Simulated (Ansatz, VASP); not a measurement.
# Cross-check of SnSe2 between VASP and Ansatz

Wanted: the spread between two codes on one cell, functional and k mesh. The cell comes out of the VASP series on this material, whose earlier steps may have relaxed, scaled or displaced it; both programs get it as it stands.

Method: plane waves, with VASP 6.6.1 beside it; relaxation of cell and atoms at LDA and relaxation of cell and atoms at r2SCAN, in Ansatz 0.2.0.

### 1. Set-up

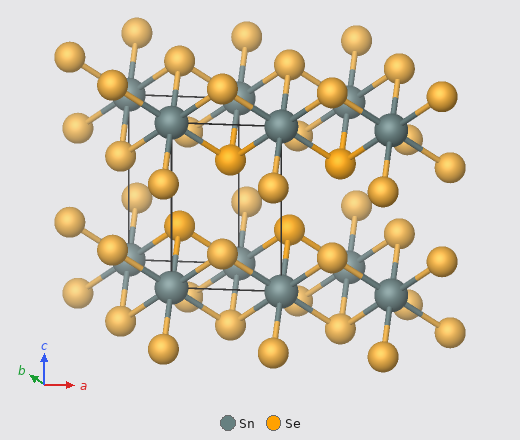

The cell as given, slightly off an axis (tin teal, selenium orange). 2×1×1 cells are drawn. Some periodic images of atoms are drawn too.

### 2. Ansatz: relaxation of cell and atoms, LDA

Ansatz runs on its default PAW (the set named soft_2) files.

The relaxed volume is the usual yardstick between codes: its relative difference is about their pressure difference at one cell divided by the bulk modulus.

Contents of input.yaml:

```yaml
crystal:
  lattice:
    - [3.8037000948, 0.0, 0.0]
    - [-1.9018500474, 3.2941009104, 0.0]
    - [0.0, 0.0, 5.8933458894]
  atoms:
    - { symbol: Sn, position: [0.0, 0.0, 0.0] }
    - { symbol: Se, position: [0.6666666667, 0.3333333333, 0.7321938924] }
    - { symbol: Se, position: [0.3333333333, 0.6666666667, 0.2678061076] }
hamiltonian:
  xc: lda
  pseudopotentials: { kind: paw }
kpoints:
  mp_grid: { grid: [10, 10, 6] }
scf:
  occupations: { method: gaussian, width: 0.03 }
relax:
  f_tol: 0.01
  max_steps: 60
  cell: { stress_tol: 0.05 }
output:
  forces: true
  stress: true
  write_density: true
  write_potential: true
  elf: true
  volumetric_format: npy
```

On the command line:

```sh
$ ansatz run input.yaml --threads 4 --pin off --max-ram 9216MiB --backend cpu --events-out ev --progress --plain --runs-dir out
```

Numbers of over 12 decimals in the logs are rounded to 6 here.

The log of the run:

```text
Engine: ansatz 0.2.0, aarch64-unknown-linux-gnu
Pseudopotentials: kind: paw
Pseudopotential: Sn, paw, valence charge 14, recommended cutoff 420 eV (normal), Sn.paw.azcp
Pseudopotential: Se, paw, valence charge 16, recommended cutoff 420 eV (normal), Se.paw.azcp
Functional definition: SPW92
  exchange = slater_x
  correlation = pw_c
Crystal: 3 atoms, lattice volume = 73.842 Å³
Basis set: ecut = 420 eV, 1459 PW (Γ)
Bands: 28, of which v1, the nominal top of the filled ones, is band 23 counted from 1 (22 counted from 0)
Symmetry: 12 space group operations
Space group: P-3m1 (ITA 164), of the structure as read, at distance tolerance 4.2e-5 Å
k-points: 72 of 600
Non-local potential: Sn, projectors of the file, l = 0: 2, l = 1: 2, l = 2: 2, l = 3: 2
Non-local potential: Se, projectors of the file, l = 0: 2, l = 1: 2, l = 2: 3, l = 3: 1
PAW form: soft (Blöchl's): semilocal exchange-correlation on the pseudo side does not see the compensation charge
PAW frozen core: Sn, regenerated for the run's functional, and the local potential with it (the file was generated under x = pbe(κ = 0.804, μ = 0.219515), c = pbe(β = 0.066725))
PAW frozen core: Se, regenerated for the run's functional, and the local potential with it (the file was generated under x = pbe(κ = 0.804, μ = 0.219515), c = pbe(β = 0.066725))
PAW one-centre angular grid: Sn, 590 points (default); XC on 64 Gauss nodes
PAW one-centre angular grid: Se, 590 points (default); XC on 64 Gauss nodes
Initial density: superposition of atomic densities (neutral atoms: chi_scale 0, normalization atom), corrected by the library's trained network
Initial wavefunctions: pseudopotential atomic-orbital guess
Functional: x = slater, c = lda
SCF iter   1: F=—  HF=-16647.036206 eV  |F-HF|=—  |Δ(HF+E_count)|=         —  Δρ=5.44e-3  dr2=9.75e-3  ethr=1.77e-3  ⟨swp⟩=6.7  Hψ=9059  notcnv=0
preconditioner: auto → Resta (q_TF=auto, 2.521 Å⁻¹)  ε∞=2.9  [insulator: Δε(μ)=0.215 eV  Ē_g=16.017 eV  σ=0.030 eV  W_gap=1.00  n_scr=22 (ndim 8)  ℏωp=22.0 eV  f_vac=0.036  D(μ)=0.00/eV (n_scr^D=0)  ε∞_Penn≈2.9]
SCF iter   2: F=—  HF=-16647.030859 eV  |F-HF|=—  |Δ(HF+E_count)|=   5.35e-3  Δρ=2.68e-3  dr2=2.47e-3  ethr=2.12e-5  ⟨swp⟩=2.0  Hψ=3816  notcnv=0  defer=56
SCF iter   3: F=—  HF=-16647.030112 eV  |F-HF|=—  |Δ(HF+E_count)|=   7.47e-4  Δρ=3.86e-4  dr2=1.06e-4  ethr=5.37e-6  ⟨swp⟩=2.8  Hψ=3648  notcnv=0  defer=56
SCF iter   4: F=—  HF=-16647.030090 eV  |F-HF|=—  |Δ(HF+E_count)|=   2.19e-5  Δρ=1.15e-4  dr2=1.65e-5  ethr=2.29e-7  ⟨swp⟩=2.0  Hψ=3601  notcnv=0  defer=56
SCF iter   5: F=—  HF=-16647.030081 eV  |F-HF|=—  |Δ(HF+E_count)|=   8.92e-6  Δρ=2.54e-5  dr2=4.86e-7  ethr=3.59e-8  ⟨swp⟩=2.0  Hψ=3601  notcnv=0  defer=56
SCF iter   6: F=-16647.030081 eV  HF=-16647.030081 eV  |F-HF|=5.14e-9  |Δ(HF+E_count)|=   1.31e-7  Δρ=1.12e-5  dr2=8.86e-8  ethr=2.17e-10  ⟨swp⟩=8.6  Hψ=13292  notcnv=0
SCF 1 converged in 6 iterations: F = -16647.030081 eV  dr2 = 8.86e-8
  Residual-converged pass: ⟨swp⟩=1.0  Hψ=2304  notcnv=0  max |occ|·‖R‖ = 6.9e-9 eV (tolerance 1.0e-8 eV)  dr2=8.86e-8  dr2_onsite=1.40e-8  max |Δocc| = 1.7e-15
  greatest PAW one-centre occupation: 1.000 electrons in one spin orbital (limit 2), on the Se atom at site 2 (counted from 0), in its partial waves of l = 2
relax step   1: F+E_penalty+E_count = -16647.03008115 eV  Δ(F+E_penalty+E_count) = +0.000e0 eV  max|allowed force component| = 2.235e-2 eV/Å  Δτ_max = 0.0000 Å  P = -0.180 GPa  Ω = 73.842 Å³  (6 SCF iters, dr2 threshold 1.00e-7 eV, accepted)
[...]
relax step   2: F+E_penalty+E_count = -16647.03012354 eV  Δ(F+E_penalty+E_count) = -4.239e-5 eV  max|allowed force component| = 3.369e-2 eV/Å  Δτ_max = 0.0033 Å  P = +0.176 GPa  Ω = 73.601 Å³  energy of the carried Pulay correction = +7.126e-5 eV  (4 SCF iters, dr2 threshold 8.67e-8 eV, rejected (line search))
[...]
relax step   3: F+E_penalty+E_count = -16647.03021175 eV  Δ(F+E_penalty+E_count) = -1.306e-4 eV  max|allowed force component| = 3.656e-3 eV/Å  Δτ_max = 0.0009 Å  P = -0.041 GPa  Ω = 73.734 Å³  energy of the carried Pulay correction = +3.197e-5 eV  (7 SCF iters, accepted)
[...]
relax step   4: F+E_penalty+E_count = -16647.03017774 eV  Δ(F+E_penalty+E_count) = +3.400e-5 eV  max|allowed force component| = 3.627e-3 eV/Å  Δτ_max = 0.0000 Å  P = -0.041 GPa  Ω = 73.734 Å³  stress off target by 4.54e-2 GPa  SCF on the basis re-selected at this cell (its energy is not comparable with the rows above)  (4 SCF iters)
basis re-selected at this cell: Δ(F+E_penalty+E_count) = +3.400e-5 eV, ΔP = +0.000 GPa vs the last step (what re-selecting the basis moved, of the pressure what is left beyond the Pulay correction that the steps carried, after the strain that the cell walked since its last selection, with what the two solves' SCF thresholds leave and, on support functions, any second-order correction that the steps lacked; it is no m [...]
SCF converged after 4 iterations
Free energy (F): -16647.030178 eV
Harris-Foulkes:  -16647.030178 eV  (|F-HF|=0.00e0)
Internal energy: -16647.030178 eV  (E = F + TS)
E sigma→0 (E₀):  -16647.030178 eV
Fermi energy:    8.861812 eV
--- Per-component energies (eV) ---
  E_band       = -844.384070
  E_kinetic    = 427.940967
  E_local      = -5752.071100  (includes V_loc(G=0)·N_el)
  E_nonlocal   = -1204.873992
  E_hartree    = 2957.439186
  E_xc         = -585.645331
  E_vxc        = -295.263478  (∫ρ·V_xc dr)
  E_paw        = -7653.134370  (= ΣΔE_a)
  E_vpaw       = 65.006406  (= ΣTr[D̂ρ^β])
  E_aug_tail   = -0.001274  (compensation charges beyond the density's cutoff)
  E_ewald      = -4841.543886
  E_core_change = 4.859623  (= ΣΔE_core)
  E_smearing   = -0.000000  (= −TS)
  E_closure    = -0.000000  (closes the sum)
  Σ components = -16647.030178   (vs F -16647.030178, Δ=0.00e0)
--- Forces (eV/Å), atoms counted from 1 ---
  atom   1  Sn     0.00000000     0.00000000     0.00000000
  atom   2  Se    -0.00000000     0.00000000     0.00362677
  atom   3  Se    -0.00000000    -0.00000000    -0.00362677
  max |Σ_I F_I| component: 9.25e-18 eV/Å
--- Stress (GPa, compression-positive) ---
       -0.045397       0.000000      -0.000000
        0.000000      -0.045397      -0.000000
       -0.000000      -0.000000      -0.033121
  P = ⅓ Tr σ = -0.0413 GPa (-0.413 kbar)
--- Band table (eV; the first three rows and the last of 72) ---
  k-point 0: bands = [... 19 lower, 7.9349, 8.1008, 8.1008, 8.6440, 9.3186, 11.4915, 13.1542, 13.1542, ... 1 higher]
  k-point 1: bands = [... 19 lower, 7.8546, 7.8546, 8.2096, 8.2096, 10.0524, 11.4994, 13.0350, 13.0350, ... 1 higher]
  k-point 2: bands = [... 19 lower, 7.7727, 7.7727, 8.3508, 8.3508, 10.7769, 11.4696, 12.8112, 12.8112, ... 1 higher]
  k-point 71: bands = [... 19 lower, 4.2140, 4.8205, 8.2536, 8.3063, 10.8872, 12.7343, 12.9671, 14.3078, ... 1 higher]
--- Relaxed structure (3 steps of the walk, 2 accepted, 1 SCFs on fresh bases) ---
  F+E_penalty+E_count = -16647.03017774 eV   max|allowed force component| = 3.627e-3 eV/Å   (the final SCF, on the basis selected at the relaxed cell)
  cell:  # Å, volume = 73.7338 Å³
    - [3.801530, 0.0, -2.5331980660418007e-19]
    - [-1.900765, 3.292221, 1.2665990330208962e-19]
    - [-3.924865798468332e-19, 0, 5.891406]
  atoms:
    - { symbol: Sn, position: [0, 0, 0] }
    - { symbol: Se, position: [0.666667, 0.333333, 0.732346] }
    - { symbol: Se, position: [0.333333, 0.666667, 0.267654] }
```

Run time: 6.3 s. Hardware: 4 threads of Arm Neoverse V2, shared host; peak memory 0.46 GiB.

### 3. VASP: relaxation of cell and atoms, LDA

The same cell, functional (in two slightly different forms), mesh and smearing now go to VASP, with its own data sets and cutoff.

Lines of VASP's logs that name or quote its potential files are left out, and so is its time.

Contents of INCAR:

```
SYSTEM = SnSe2
PREC = Accurate
ENCUT = 450
EDIFF = 1E-07
NELM = 100
ISMEAR = 0
SIGMA = 0.03
LREAL = .FALSE.
ALGO = Normal
GGA = CA
NBANDS = 19
LORBIT = 11
LWAVE = .FALSE.
LCHARG = .FALSE.
KPAR = 4
IBRION = 2
NSW = 50
ISIF = 3
EDIFFG = -0.002
```

Contents of POSCAR:

```
SnSe2
1.0
    3.8037000948      0.0000000000      0.0000000000
   -1.9018500474      3.2941009104      0.0000000000
    0.0000000000      0.0000000000      5.8933458894
Sn Se
1 2
Direct
    0.0000000000      0.0000000000      0.0000000000
    0.6666666667      0.3333333333      0.7321938924
    0.3333333333      0.6666666667      0.2678061076
```

Contents of KPOINTS:

```
Automatic mesh
0
Gamma
10 10 6
0 0 0
```

The projector-augmented-wave data sets are Sn_d and Se (LDA family, release 64).

On the command line:

```sh
$ mpirun -np 4 vasp_std
```

The log of the run:

```text
[banner, memory and clock lines left out]
running    4 mpi-ranks, on    1 nodes
 distrk:  each k-point on    1 cores,    4 groups
 distr:  one band on    1 cores,    1 groups

 POSCAR found type information on POSCAR SnSe
 POSCAR found :  2 types and       3 ions
 LDA part: xc-table for (Slater(with rela. corr.)+CA(PZ))
 , standard interpolation
 POSCAR, INCAR and KPOINTS ok, starting setup
 FFT: planning ... GRIDC
 FFT: planning ... GRID_SOFT
 FFT: planning ... GRID
 WAVECAR not read
 entering main loop
       N       E                     dE             d eps       ncg     rms          rms(c)
DAV:   1     0.190451696492E+03    0.19045E+03   -0.11373E+04  2800   0.143E+03
DAV:   2     0.732020142352E+01   -0.18313E+03   -0.17739E+03  2905   0.372E+02
DAV:   3    -0.133660258546E+02   -0.20686E+02   -0.20246E+02  3420   0.112E+02
DAV:   4    -0.140630416571E+02   -0.69702E+00   -0.69579E+00  3178   0.215E+01
DAV:   5    -0.140801392890E+02   -0.17098E-01   -0.17096E-01  3705   0.355E+00    0.529E+00
DAV:   6    -0.138282372547E+02    0.25190E+00   -0.49211E-01  4023   0.748E+00    0.337E+00
DAV:   7    -0.137976540216E+02    0.30583E-01   -0.13921E-01  3097   0.233E+00    0.965E-01
DAV:   8    -0.137945386726E+02    0.31153E-02   -0.97366E-03  3501   0.956E-01    0.267E-01
DAV:   9    -0.137943005536E+02    0.23812E-03   -0.11065E-03  3019   0.237E-01    0.785E-02
DAV:  10    -0.137942993250E+02    0.12286E-05   -0.90353E-05  3114   0.628E-02    0.287E-02
DAV:  11    -0.137943011005E+02   -0.17754E-05   -0.10414E-05  2935   0.196E-02    0.462E-03
DAV:  12    -0.137943008445E+02    0.25595E-06   -0.91164E-07  3381   0.643E-03    0.411E-03
DAV:  13    -0.137943009049E+02   -0.60373E-07   -0.25432E-07  2912   0.409E-03
   1 F= -.13794301E+02 E0= -.13794301E+02  d E =-.137943E+02
 curvature:   0.00 expect dE= 0.000E+00 dE for cont linesearch  0.000E+00
 trial: gam= 0.00000 g(F)=  0.529E-07 g(S)=  0.297E-06 ort = 0.000E+00 (trialstep = 0.100E+01)
 search vector abs. value=  0.350E-06
 reached required accuracy - stopping structural energy minimisation
```

From OUTCAR (step 3):

```text
ion  position               nearest neighbor table
   1  0.000  0.000  0.000-   2 2.70   3 2.70   3 2.70   2 2.70   2 2.70   3 2.70
   2  0.667  0.333  0.732-   1 2.70   1 2.70   1 2.70
   3  0.333  0.667  0.268-   1 2.70   1 2.70   1 2.70

  LATTYP: Found a hexagonal cell.
 ALAT       =     3.8037000948
 C/A-ratio  =     1.5493718596

 Subroutine GETGRP returns: Found 12 space group operations
 (whereof 12 operations were pure point group operations)

The static configuration has the point symmetry D_3d.

 Found     72 irreducible k-points:

   k-points           NKPTS =     72   k-points in BZ     NKDIM =     72   number of bands    NBANDS=     19

   dimension x,y,z NGX =    28 NGY =   28 NGZ =   42
   dimension x,y,z NGXF=    56 NGYF=   56 NGZF=   84

   ENCUT  =  450.0 eV  33.07 Ry    5.75 a.u.   6.58  6.58 10.19*2*pi/ulx,y,z

   NELECT =      26.0000    total number of electrons

 k-points in reciprocal lattice and weights: Automatic mesh
   0.00000000  0.00000000  0.00000000       0.002
   0.10000000  0.00000000  0.00000000       0.010
   0.20000000  0.00000000  0.00000000       0.010
   0.30000000  0.00000000  0.00000000       0.010
   0.40000000  0.00000000  0.00000000       0.010
   0.50000000  0.00000000  0.00000000       0.005
   0.10000000  0.10000000  0.00000000       0.010
   0.20000000  0.10000000  0.00000000       0.020
   0.30000000  0.10000000  0.00000000       0.020
[...]
0.40000000  0.20000000  0.50000000       0.010
   0.30000000  0.30000000  0.50000000       0.010

 average (electrostatic) potential at core
       1-101.8800       2 -59.0828       3 -59.0828

 E-fermi :   4.9556

 k-point     1 :       0.0000    0.0000    0.0000
  band No.  band energies     occupation
    ...
      9       4.0201      2.00000
     10       4.0201      2.00000
     11       4.1856      2.00000
     12       4.1856      2.00000
     13       4.7408      2.00000
     14       5.4214      0.00000
     15       7.5706      0.00000
     16       9.2298      0.00000
     17       9.2298      0.00000
     18      12.8898      0.00000
    ...

 k-point     2 :       0.1000    0.0000    0.0000
  band No.  band energies     occupation
    ...
      9       2.8271      2.00000
     10       3.5280      2.00000
     11       3.6383      2.00000
     12       4.4770      2.00000
     13       4.8455      2.00000
     14       6.3282      0.00000
     15       8.0960      0.00000
     16       8.8835      0.00000
     17       9.3772      0.00000
     18      12.4653      0.00000
    ...

 k-point     3 :       0.2000    0.0000    0.0000
  band No.  band energies     occupation
    ...
      9       1.4279      2.00000
     10       2.6184      2.00000
     11       2.9226      2.00000
     12       4.5853      2.00000
     13       4.6733      2.00000
     14       6.7923      0.00000
     15       8.2616      0.00000
     16       9.5847      0.00000
     17       9.6348      0.00000
     18      11.2962      0.00000
    ...

  Total       -0.0025001     -0.0025001      0.0024413      0.0000000      0.0000000     -0.0000000
  in kB       -0.0542459     -0.0542459      0.0529692      0.0000000      0.0000000     -0.0000000
  external PRESSURE =      -0.0185075 kB  Pullay stress =       0.0000000 kB

  energy-cutoff  :      450.00
  volume of cell :       73.84
      direct lattice vectors                 reciprocal lattice vectors
     3.803700095  0.000000000  0.000000000     0.262901905  0.151786485  0.000000000
    -1.901850047  3.294100910  0.000000000     0.000000000  0.303572971  0.000000000
     0.000000000  0.000000000  5.893345889     0.000000000  0.000000000  0.169682896

 POSITION                                       TOTAL-FORCE (eV/Angst)
 -----------------------------------------------------------------------------------
      0.00000      0.00000      0.00000         0.000000      0.000000      0.000000
      1.90185      1.09803      4.31507         0.000000      0.000000     -0.000741
     -0.00000      2.19607      1.57827        -0.000000      0.000000      0.000741
 -----------------------------------------------------------------------------------
    total drift:                               -0.000000      0.000000      0.000000

  FREE ENERGIE OF THE ION-ELECTRON SYSTEM (eV)
  ---------------------------------------------------
  free  energy   TOTEN  =       -13.7943009049 eV

  energy  without entropy=      -13.7943009038  energy(sigma->0) =      -13.79430090

 reached required accuracy - stopping structural energy minimisation

 total charge
# of ion       s       p       d       tot
------------------------------------------
    1        1.083   1.054  10.099  12.237
    2        1.493   2.298   0.030   3.821
    3        1.493   2.298   0.030   3.821
--------------------------------------------------
tot          4.068   5.651  10.160  19.879

[... 3 further parts left out ...]
```

### 4. Comparison

Known differences besides the PAW data sets themselves: the two LDA forms differ slightly; both relaxations stop at a tolerance, which leaves soft axes loose, and VASP keeps its plane-wave basis; the data sets hold 46 valence electrons in Ansatz (default PAW (the set named soft_2) files) and 26 in VASP; the cutoff is 420 eV in Ansatz and 450 eV in VASP; Ansatz makes its cores anew for this functional, VASP keeps those of its LDA data sets; Ansatz adds a Pulay correction to the stress that steers its cell, VASP none. Total energies have different zeros and are not compared.

Compared:

| quantity | Ansatz | VASP | difference |
| --- | --- | --- | --- |
| volume (Å³) | 73.73 | 73.84 | -0.15 % |
| edge a after relaxation, in the typed setting (Å) | 3.801 | 3.804 | -0.06 % |
| edge c after relaxation, in the typed setting (Å) | 5.891 | 5.893 | -0.03 % |

The walks stopped with -0.04 GPa left in Ansatz and 0.00 GPa in VASP; each walk ends within a tolerance, so the volume difference is uncertain by about these residues over the bulk modulus, most in soft cells.

[end of part 1 of 2]

[Lines on the potential files, build, host, timing and source positions are cut from VASP's logs without a mark.]

[Logs are printed without paths, hosts, clocks, repeated set-up lines and the standing remarks that a program may print on its own settings, such as how far it seeks lower states.]

[Hosts, paths, dates, database ids (printed as entryN), source tags and the programs' standing remarks are cut or masked in the printed files.]
